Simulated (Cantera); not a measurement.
Input: 1 mol SiC, 0.009 mol H₂O, 160 mol N₂, 0.17 mol CO₂, at 2.70 bar.

Equilibrium computed with Cantera from the NASA thermochemical tables; the gas is ideal and each condensed phase is pure. Candidate condensed phases: C, C₆H₆, C₇H₈, C₈H₁₈, H₂O, Si, SiC, SiO₂, Si₂N₂O, Si₃N₄; 151 gas species. Mutual solubility and eutectic melting of coexisting phases are not modelled. Rates play no part.

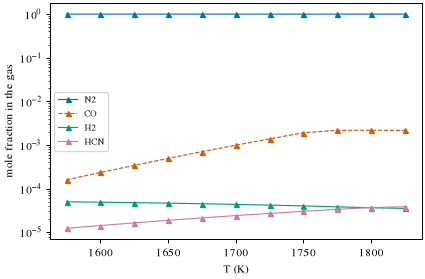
Figure: Equilibrium gas composition (values under 1e-9 drawn at 1e-9)

Problem. Read off the mole fractions at 1625 K.

Solution. N₂ about 1.00, CO about 0.00034, H₂ about 4.8e-5, HCN about 1.6e-5.
